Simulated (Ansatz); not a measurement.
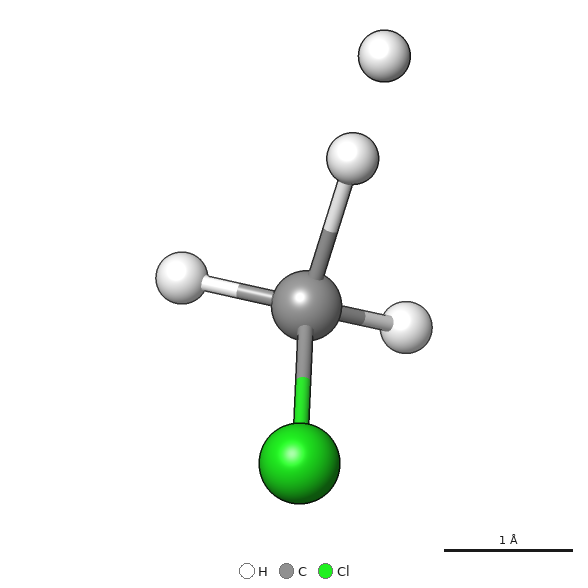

Starting geometry of the run.

Ansatz 0.2.0 input:

```yaml
crystal:
  periodic: [false, false, false]
  atoms:
    - {symbol: H, position_ang: [-0.772705, -0.371084, 0.355671]}
    - {symbol: C, position_ang: [0.330708, 0.278225, -0.077239]}
    - {symbol: Cl, position_ang: [1.102138, -0.697643, -1.277756]}
    - {symbol: H, position_ang: [-1.535992, -0.801471, 0.666934]}
    - {symbol: H, position_ang: [-0.059103, 1.205615, -0.486080]}
    - {symbol: H, position_ang: [0.934853, 0.386358, 0.818570]}
basis:
  gaussian: {orbitals: def2-TZVPP}
magnetization: {spin_polarized: true, initial_magnetization: 1}
hamiltonian: {xc: pbe}
correlation: {method: rpa}
```

Command:

```sh
ansatz run in.yaml --threads 2 --pin off --events-out ev --progress --plain --max-ram 4352MiB
```

Output:

```
Functional definition: PBE
  name "PBE"
  cite "Perdew, Burke & Ernzerhof, Phys. Rev. Lett. 77, 3865 (1996) doi:10.1103/PhysRevLett.77.3865"
  parent pbe
  parameter kappa = 0.804
  parameter beta = 0.06672455060314922
  exchange = pbe_x(kappa = kappa, mu = beta*pi^2/3)
  correlation = pbe_c(beta = beta)
737 factors; integrals over basis functions are off by at most 9.1e-4 eV
mean field evaluation 1: about -13608.4994 eV, gradient 3.9e1 eV
mean field evaluation 2: about -13608.4928 eV, gradient 3.9e1 eV
mean field evaluation 4: about -13615.8372 eV, gradient 6.5e0 eV
mean field evaluation 8: about -13616.0648 eV, gradient 2.0e-1 eV
mean field evaluation 16: about -13616.0651 eV, gradient 1.7e-4 eV
mean field -13616.06506524 eV, -500.3811618473 hartree, gradient 7.9e-6 eV, S^2 0.754955; 0 other end points of the search recorded, 0 dependent functions left out
6 core orbitals not correlated: weight in the atoms' cores, before any rotation towards them, 1.000 or more for the frozen orbitals, at most 0.000 for the correlated occupied ones
reference -13594.10849522 eV, -499.5742727818 hartree; 8, 7 occupied and 115, 116 virtual orbitals, 737 factors
Total energy: -13612.52305170 eV, -500.2509952506 hartree
```
